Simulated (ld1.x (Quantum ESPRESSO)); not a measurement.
Pt: pseudopotential generation

- system: platinum (Pt, Z = 78), core [Kr] 4d10 4f14, reference valence 5s2 5p6 5d9 6s1 6p0, valence charge 18.
- method: ultrasoft potential, LDA (PZ), scalar-relativistic, made with ld1.x (Quantum ESPRESSO) 7.5

## Input
```
 &input
   title='Pt', zed=78., rel=1, dft='PZ', iswitch=3,
   config='[Xe] 4f14 5d9 6s1 6p0',
   nld=3, rlderiv=2.15, eminld=-10.0, emaxld=5.0, deld=0.04
 /
 &inputp
   pseudotype=3, tm=.true., lloc=-1, rcloc=1.40,
   nlcc=.true.,
   which_augfun='PSQ', rmatch_augfun=0.90,
   file_pseudopw='Pt.UPF', file_wfcaegen='ae.wfc', file_wfcncgen='nc.wfc', file_beta='beta', file_chi='chi', file_wfcusgen='us.wfc'
 /
6
5S  1  0   2.00   0.00  1.20  1.50  0.0
6S  2  0   1.00   0.00  1.20  1.50  0.0
5P  2  1   6.00   0.00  1.45  1.95  0.0
6P  3  1   0.00   0.00  1.45  1.95  0.0
5D  3  2   9.00   0.00  1.55  1.80  0.0
5D  3  2   0.00   2.95  1.55  1.80  0.0
 &test
   configts(1)='5s2 5p6 5d9 6s1 6p0'
 /
```

Launched with:
```bash
ld1.x < Pt.in > Pt.out
```

## Log
```
     Program LD1 v.7.5
     --------------------------- All-electron run ----------------------------

     Pt
     scalar relativistic calculation

     atomic number is 78.00
     dft =PZ   lsd =0 sic =0 latt =0  beta=0.20 tr2=1.0E-14
     Exchange-correlation= PZ
                           (   1   1   0   0   0   0   0)
     mesh =1277 r(mesh) =  98.81913 a.u. xmin = -7.00 dx = 0.01250
     1 Ry =  13.60569312 eV, c = 137.03599908

     n l     nl                  e(Ry)          e(Ha)          e(eV)
     1 0     1S 1( 2.00)     -5760.5051     -2880.2525    -78375.6646
     2 0     2S 1( 2.00)     -1012.0616      -506.0308    -13769.7999
     2 1     2P 1( 6.00)      -877.3582      -438.6791    -11937.0658
     3 0     3S 1( 2.00)      -237.7007      -118.8504     -3234.0832
     3 1     3P 1( 6.00)      -198.4834       -99.2417     -2700.5041
     4 0     4S 1( 2.00)       -51.0307       -25.5154      -694.3087
     4 1     4P 1( 6.00)       -38.1667       -19.0834      -519.2850
     3 2     3D 1(10.00)      -155.9073       -77.9536     -2121.2264
     5 0     5S 1( 2.00)        -7.5119        -3.7559      -102.2043
     5 1     5P 1( 6.00)        -4.1370        -2.0685       -56.2869
     4 2     4D 1(10.00)       -22.5487       -11.2743      -306.7904
     4 3     4F 1(14.00)        -5.1827        -2.5913       -70.5139
     5 2     5D 1( 9.00)        -0.4687        -0.2344        -6.3772
     6 0     6S 1( 1.00)        -0.4387        -0.2194        -5.9695
     6 1     6P 1( 0.00)        -0.0707        -0.0353        -0.9616

     final scf error:  4.1E-15 reached in  42 iterations

     Etot =  -36806.486437 Ry,  -18403.243218 Ha, -500777.759396 eV

     Ekin =   41049.553257 Ry,   20524.776628 Ha,  558507.624445 eV
     Encl =  -91491.701235 Ry,  -45745.850617 Ha,-1244808.010304 eV
     Eh   =   14323.522911 Ry,    7161.761455 Ha,  194881.457167 eV
     Exc  =    -687.861369 Ry,    -343.930685 Ha,   -9358.830704 eV

     normalization and overlap integrals

     s(1S/1S) =  1.000000  <r> =   0.0172  <r2> =    0.0004  r(max) =   0.0106
     s(2S/2S) =  1.000000  <r> =   0.0724  <r2> =    0.0062  r(max) =   0.0612
     s(2P/2P) =  1.000000  <r> =   0.0652  <r2> =    0.0052  r(max) =   0.0507
     s(3S/3S) =  1.000000  <r> =   0.1872  <r2> =    0.0401  r(max) =   0.1726
     s(3P/3P) =  1.000000  <r> =   0.1883  <r2> =    0.0411  r(max) =   0.1726
     s(4S/4S) =  1.000000  <r> =   0.4153  <r2> =    0.1947  r(max) =   0.3890
     s(4P/4P) =  1.000000  <r> =   0.4422  <r2> =    0.2223  r(max) =   0.4089
     s(3D/3D) =  1.000000  <r> =   0.1705  <r2> =    0.0340  r(max) =   0.1396
     s(5S/5S) =  1.000000  <r> =   0.9512  <r2> =    1.0161  r(max) =   0.8657
     s(5P/5P) =  1.000000  <r> =   1.1036  <r2> =    1.3802  r(max) =   0.9810
     s(4D/4D) =  1.000000  <r> =   0.4685  <r2> =    0.2538  r(max) =   0.4193
     s(4F/4F) =  1.000000  <r> =   0.5162  <r2> =    0.3247  r(max) =   0.3842
     s(5D/5D) =  1.000000  <r> =   1.7009  <r2> =    3.5241  r(max) =   1.2596
     s(6S/6S) =  1.000000  <r> =   2.9039  <r2> =    9.7028  r(max) =   2.3828
     s(6P/6P) =  1.000000  <r> =   4.7711  <r2> =   27.4188  r(max) =   3.5548

     ------------------------ End of All-electron run ------------------------

     --------------------- Generating US pseudopotential ---------------------

      Generating local potential from pseudized AE potential:
      Matching radius rcloc =   1.4000

      Local pseudo, rcloc= 1.410 Estimated cut-off energy=    12.80 Ry

      Computing core charge for nlcc:

       r > 0.75 : true rho core
       r < 0.75 : rho core = a sin(br)/r    a=  51.00  b=   3.55

      Integrated core pseudo-charge :  14.45
      Wfc-us  5S rcutus= 1.482  Estimated cut-off energy=    25.12 Ry
      Wfc-us  6S rcutus= 1.482  Estimated cut-off energy=    49.96 Ry
      Wfc-us  5P rcutus= 1.951  Estimated cut-off energy=    23.02 Ry
      Wfc-us  6P rcutus= 1.951  Estimated cut-off energy=    42.87 Ry
      Wfc-us  5D rcutus= 1.810  Estimated cut-off energy=    35.19 Ry
      Wfc-us  5D rcutus= 1.810  Estimated cut-off energy=    60.17 Ry

     Q pseudized with Bessel functions
     Expected ecutrho=     537.9577 due to l1=  1   l2=  2

 %%%%%%%%%%%%%%%%%%%%%%%%%%%%%%%%%%%%%%%%%%%%%%%%%%%%%%%%%%%%%%%%%%%%%%%%%%%%%%
     Error in routine chargeps (1):
     negative rho
 %%%%%%%%%%%%%%%%%%%%%%%%%%%%%%%%%%%%%%%%%%%%%%%%%%%%%%%%%%%%%%%%%%%%%%%%%%%%%%

     stopping ...
```

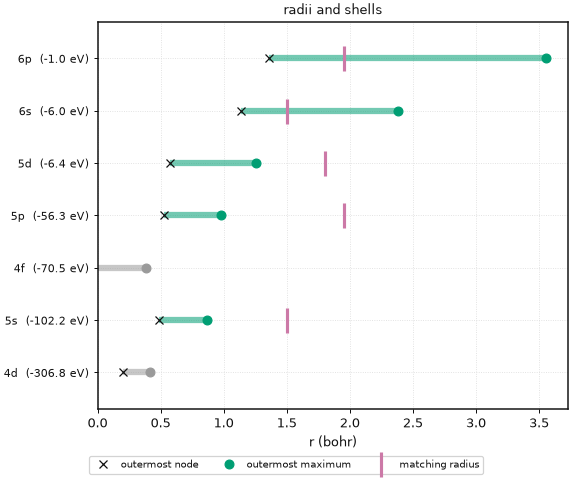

*Outer shells of the all-electron reference atom: each bar runs from the outermost node (or the nucleus) to the outermost maximum of u(r); the tick is the radius chosen for the pseudo-wave. Shells without a tick have no pseudo-wave of their own. Levels, nodes and maxima are from ld1.x, scalar-relativistic.*

- Radii against the shells: 5s: 1.50 bohr, outside the maximum; 5p: 1.95 bohr, outside the maximum; 5d: 1.80 bohr, outside the maximum; 6s: 1.50 bohr, between node and maximum; 6p: 1.95 bohr, between node and maximum.

## What the run reported

| quantity | value |
| --- | --- |
| outcome | ended with an error |
| hardware | 1 CPU thread, shared host |

## Diagnosis

The generator stopped with the message “chargeps: negative rho”. In words: the spherical valence density built from the smooth waves and the augmentation charge turned negative at some radius.
